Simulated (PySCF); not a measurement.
SMILES N#C[SiH2]c1cccs1 (C₅H₅NSSi), singlet at its GFN2-xTB optimised geometry (Å):

```
13

N      0.1061    -3.6023     0.0002
C     -0.5691    -2.6774    -0.0001
Si    -1.6829    -1.1774    -0.0007
C     -0.4984     0.2701     0.0000
C      0.8681     0.2701     0.0000
C      1.4337     1.5616     0.0000
C      0.4912     2.5393     0.0001
S     -1.1014     1.9008     0.0001
H     -2.4902    -1.2273    -1.2219
H     -2.4920    -1.2272     1.2192
H      1.4480    -0.6364    -0.0001
H      2.4920     1.7525    -0.0001
H      0.6304     3.6023     0.0001
```

Calculation: CAM-B3LYP/def2-TZVP run with PySCF.

Map of the LUMO amplitude (bohr^(-3/2)) on the plane z = 1.2 Å; orbital energy -0.16 eV, overall sign arbitrary:

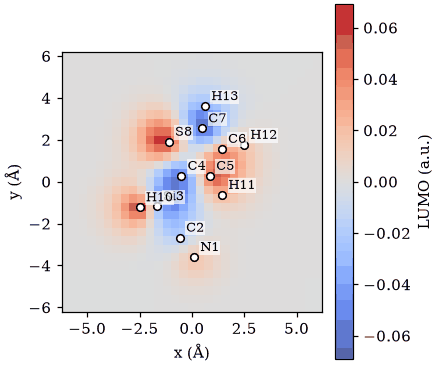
Figure. LUMO amplitude (bohr^(-3/2)) on the plane z = 1.2 Å.
